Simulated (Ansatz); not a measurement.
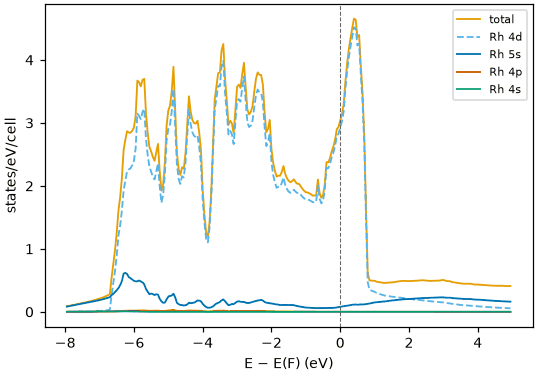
Figure. Total and projected density of states of Rh (hcp (Mg type), space group No. 194), plane-wave PAW LDA (Ansatz code)

Q: Which orbitals carry the states next to the Fermi level?

A: Within 0.5 eV of the Fermi level: Rh 4d 97 %. Projections are on Löwdin-orthogonalised atomic valence shells; empty p or d shells of many metals are not among them.

Q: Where is the tallest occupied peak in this window, and what makes it?

A: Near -3.4 eV, about 4.3 states/eV per cell; the largest projected share is Rh 4d.

Space group P6_3/mmc (hcp (Mg type)). The first step of the workflow began from a Materials Project structure, measured or hypothetical; the Crystallography Open Database copy checked does not list it. It is not the phase usual at ambient conditions (space group No. 225). The cell keeps a stress of up to 0.2 GPa. The LDA relaxation kept the symmetry of its start; whether a distortion lowers the energy is not shown. No spin polarisation was allowed. Spin–orbit coupling is left out wherever it is not named.

Potentials: the later of the program's two PAW sets.
